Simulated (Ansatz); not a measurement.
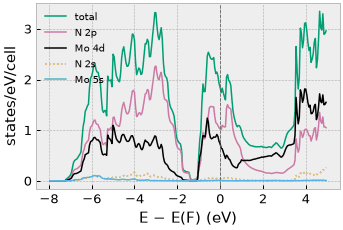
*Total and projected density of states of MoN₂ in space group R3m (No. 160; Mo on 3a, N on 3a, N on 3a), DFT-PBEsol in the program Ansatz with PAW potentials*

### Question
Which orbitals carry the states next to the Fermi level?

### Answer
Within 0.5 eV of the Fermi level: N 2p 62 %, Mo 4d 33 %. Projections are on Löwdin-orthogonalised atomic valence shells; empty p or d shells of many metals are not among them.

### Question
Where is the tallest occupied peak in this window, and what makes it?

### Answer
Near -3.0 eV, about 3.3 states/eV per cell; the largest projected share is N 2p.

The start of the workflow was typed in or built on a structure type; neither database checked (COD, Materials Project) lists it. Whether it is the stable phase at ambient conditions was not checked. Symmetry was held in the PBEsol relaxation; its stability against distortions is not shown here. Spin order of the final state: ferromagnetic, the only order run, not a proven ground state. The cell computed holds one magnetic atom, so no antiferromagnetic order was within reach. Its formation energy is positive at this level, so the cell may be metastable or incomplete. No Hubbard U is applied. A crystal of weakly bound layers computed without a dispersion correction: the cell and the soft elastic constants depend strongly on that. Scalar-relativistic: spin–orbit coupling is off unless named, which matters more the heavier the elements.

Potentials: the earlier of the program's two PAW sets. The files were generated under PBE; for other functionals the program regenerates the frozen cores, and for LDA and PBEsol the local potential too.
